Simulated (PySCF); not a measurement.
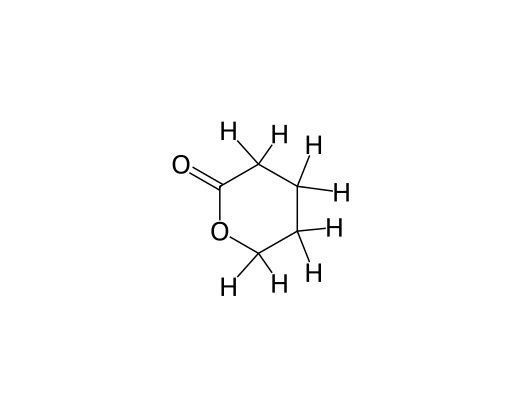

A structural formula.

Give its SMILES.

O=C1CCCCO1

Give the formula, hydrogens included.

C5H8O2.

An optimisation with PBE0-D3(BJ)/def2-SVP gave a structure of which point group?

C1.

More results for the same structure follow; atom numbers are the same in all pictures, views and colours differ. Computed geometry: PBE0-D3(BJ)/def2-SVP optimisation. No frequency run is at hand to confirm it as a minimum.

## Geometry

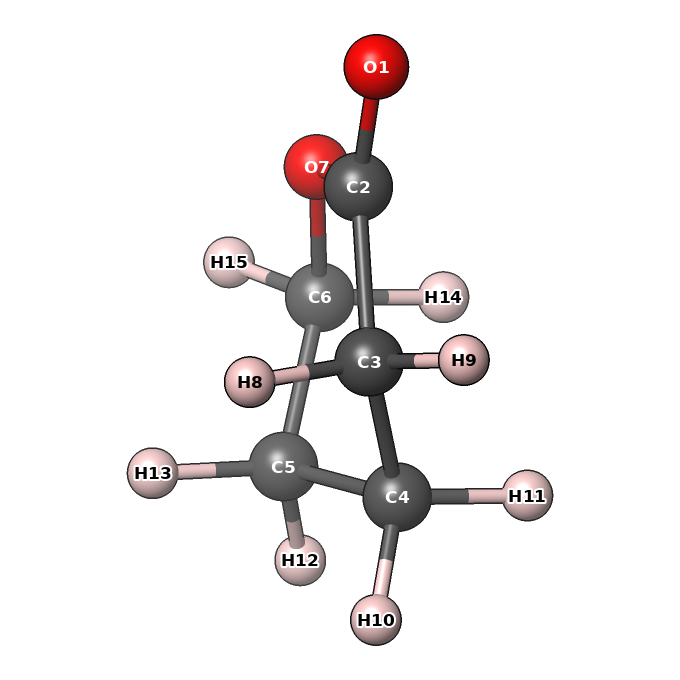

O7 lies behind C2. The molecule seen a little off the C2–O7 bond, C2 in front. Depth is shown by fading: the farther an atom, the more it takes the colour of the background. No frequency run is at hand to confirm it as a minimum.

What is the torsion angle O1–C2–O7–C6? The sign is positive where the front bond must turn clockwise to cover the back bond.

169°, antiperiplanar (anti).

## Bond orders

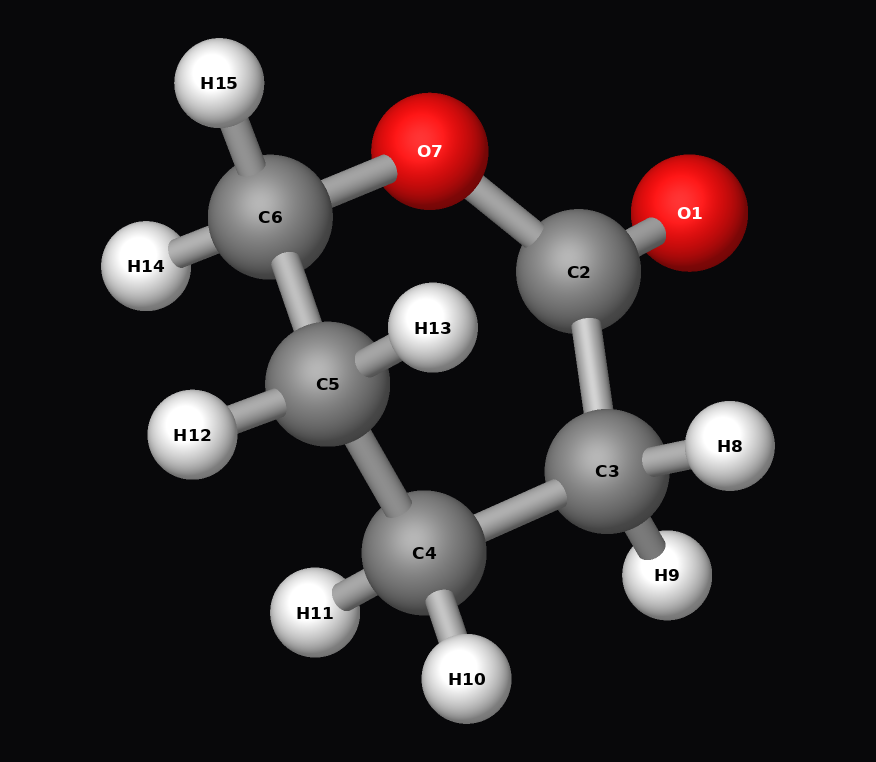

Every bond is drawn as one stick. No frequency run is at hand to confirm it as a minimum. Level of theory: PBE0/pcSseg-1 in dichloromethane (IEF-PCM) (PySCF 2.14.0).

Which bond between heavy atoms has the highest Mayer bond order?

O1–C2, 1.96, at a length of 1.198 Å.

Which bond between heavy atoms has the lowest Mayer bond order?

C6–O7, 0.83, at 1.422 Å.

List the Mayer bond orders of O1–C2, C2–C3, C2–O7, C3–C4, C4–C5, C5–C6, C6–O7 (bonds between heavy atoms, one of each equivalent set).

```csv
bond,Mayer order,length (Å)
O1–C2,1.96,1.198
C2–C3,1.00,1.516
C2–O7,1.09,1.347
C3–C4,1.02,1.521
C4–C5,1.02,1.519
C5–C6,1.04,1.512
C6–O7,0.83,1.422
```

## Polarisability

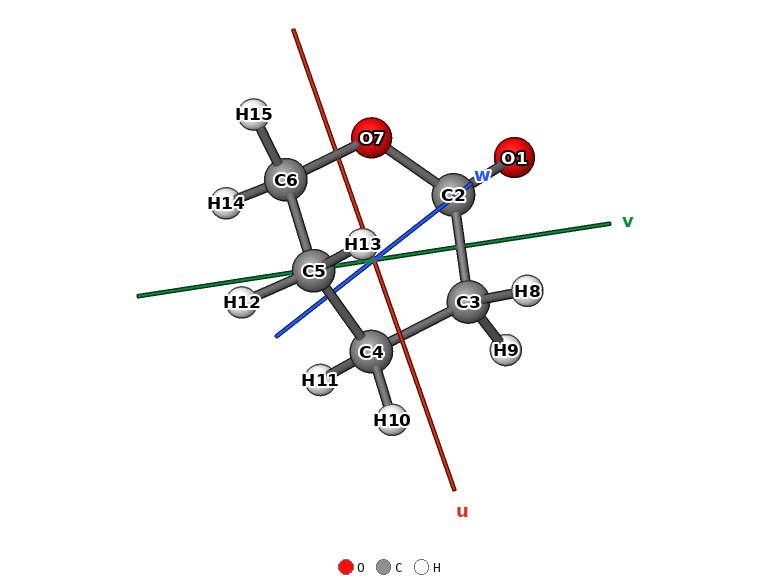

The lines u, v and w are the principal axes of the static dipole polarisability. No frequency run is at hand to confirm it as a minimum. Computed with CAM-B3LYP/def2-SVPD in dichloromethane (IEF-PCM) (PySCF 2.14.0).

Along which axis is the molecule most polarisable, and along which least?

Most along v (close to the long direction O1···C5), least along w.

Give the three principal values.

u 80.5, v 94.2, w 68.8 bohr³; mean 81.2, anisotropy 22.0 bohr³.

## Ring current

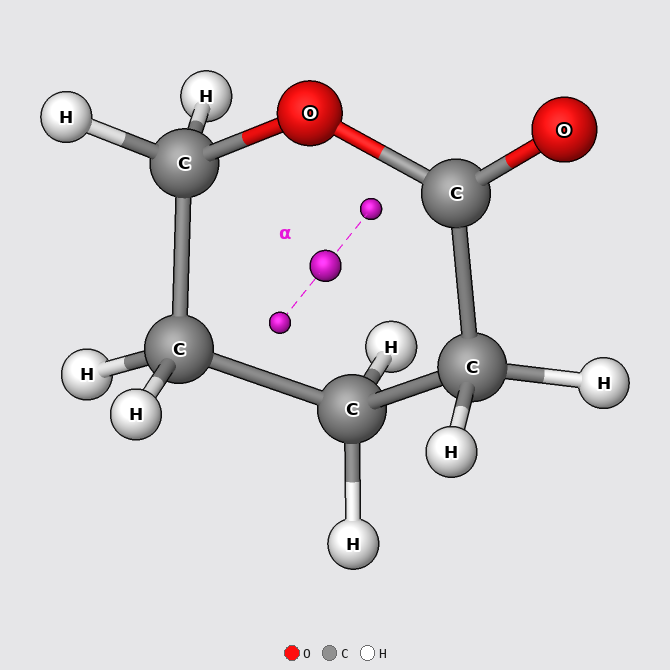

The small points mark where nucleus-independent chemical shifts (NICS) were computed: at the centre of each lettered ring and 1 Å above and below it. No frequency run is at hand to confirm it as a minimum. Method: GIAO PBE0/pcSseg-1 NMR shielding, non-relativistic, IEF-PCM dimethylsulfoxide (PySCF 2.14.0).

Give NICS(0), NICS(1) and the out-of-plane component NICS(1)zz for each ring (means of the two sides).

```
ring  members  NICS(0)  NICS(1)  NICS(1)zz
   α      C5O     −1.2     −1.6        1.8
```

Values in ppm.

What do the values say about the ring currents?

Ring α: weak, as in a non-aromatic ring. NICS is one index among several.

## Levels of theory compared

No frequency run is at hand to confirm it as a minimum. Program: PySCF 2.14.0.

Tabulate HOMO–LUMO gap (eV) at these levels: BHandHLYP/aug-pcX-1 (pcseg-1 on H); CAM-B3LYP/def2-SVPD; CAM-B3LYP/def2-SVPD in dichloromethane (IEF-PCM); CAM-B3LYP/def2-SVPD in dimethylsulfoxide (IEF-PCM); PBE0/pcSseg-1 in dichloromethane (IEF-PCM); PBE0/pcSseg-1 in dimethylsulfoxide (IEF-PCM).

```csv
level,HOMO–LUMO gap (eV)
BHandHLYP/aug-pcX-1 (pcseg-1 on H),9.61
CAM-B3LYP/def2-SVPD,10.09
CAM-B3LYP/def2-SVPD in dichloromethane (IEF-PCM),10.50
CAM-B3LYP/def2-SVPD in dimethylsulfoxide (IEF-PCM),10.54
PBE0/pcSseg-1 in dichloromethane (IEF-PCM),8.09
PBE0/pcSseg-1 in dimethylsulfoxide (IEF-PCM),8.11
```
